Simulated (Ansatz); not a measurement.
Input file:

```
crystal:
  periodic: [false, false, false]
  atoms:
    - {symbol: C, position_ang: [-1.454376, -0.021460, -1.077423]}
    - {symbol: K, position_ang: [1.941329, 0.928658, -1.899509]}
    - {symbol: N, position_ang: [-0.283821, 0.306041, -1.360795]}
    - {symbol: H, position_ang: [-1.879460, -0.063398, -0.029338]}
    - {symbol: H, position_ang: [-2.244120, -0.319310, -1.831431]}
basis:
  gaussian:
    orbitals: def2-TZVPD
magnetization:
  spin_polarized: false
  initial_magnetization: 0
hamiltonian:
  xc: {name: PBE0}
output: {forces: true, orbitals: {seedname: orbitals}}
```

Run with:

```sh
ansatz run input.yaml --threads 1 --pin off --max-ram 2610MiB --events-out events.jsonl --progress --plain --runs-dir runs
```

Geometry: PBE0-D3(BJ)/def2-SVP.

Level of theory: isolated molecule in a Gaussian basis; Kohn-Sham density functional theory, functional PBE0 (Ansatz).

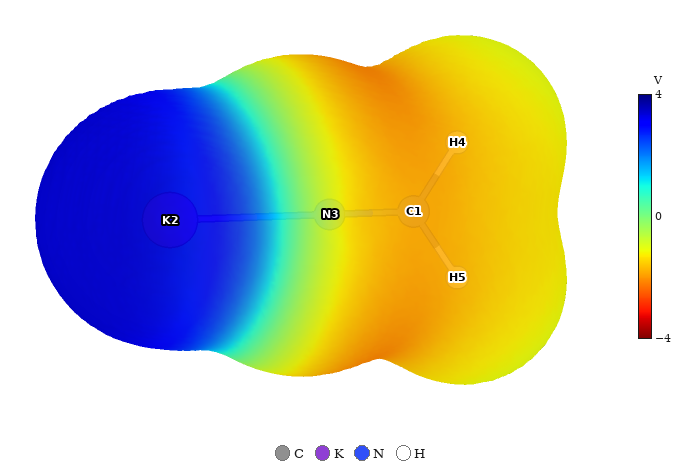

CH2KN (SMILES C=[N][K]). The electrostatic potential painted on the density surface at 0.001 e/bohr³, seen at a tilt; the colour scale runs from red (negative) to blue (positive).

Which sites attract a positive test charge, and which a negative one?

A positive charge is drawn to the negative regions and a negative charge to the positive ones. The most negative region (about −2.1 V) lies over C1 and N3, the most positive (about +3.5 V) over K2.

What dipole moment does the calculation give?

Its dipole moment is 8.81 D.
